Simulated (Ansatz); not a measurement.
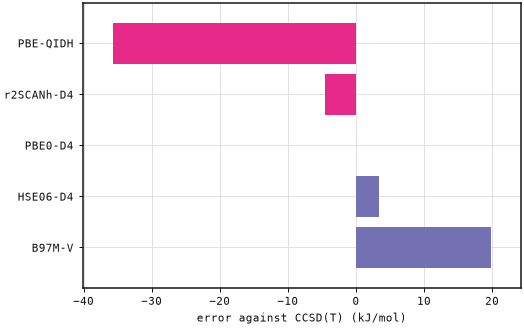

Error in the electronic atomisation energy (method less reference, so positive means overbinding) of SO₂ClF, SMILES O=S(=O)(F)Cl: functionals in def2-TZVPP against frozen-core CCSD(T) at the limit (MP2 extrapolated from triple and quadruple zeta, plus CCSD(T) less MP2 in a smaller set), which gives 1553.7 kJ/mol, at a PBE0-D4/def2-TZVP geometry (a minimum by its frequencies), no zero-point or spin-orbit term, the Ansatz code 0.2.0. The reference leaves out core correlation, a term that grows with the number of heavy atoms. PBE-QIDH holds a correlation term that converges slowly with the basis, so part of the distance to the limit is basis error. No dispersion term is added to PBE-QIDH.

Q: Which of these levels overbind, and which underbind?

A: Overbind: none clearly. Underbind: PBE-QIDH. Within 25 kJ/mol of zero, too close to call in view of what the reference leaves out: r2SCANh-D4, PBE0-D4, HSE06-D4 and B97M-V.

Q: What range do the values span?

A: From −35.7 kJ/mol (PBE-QIDH) to 19.8 kJ/mol (B97M-V).
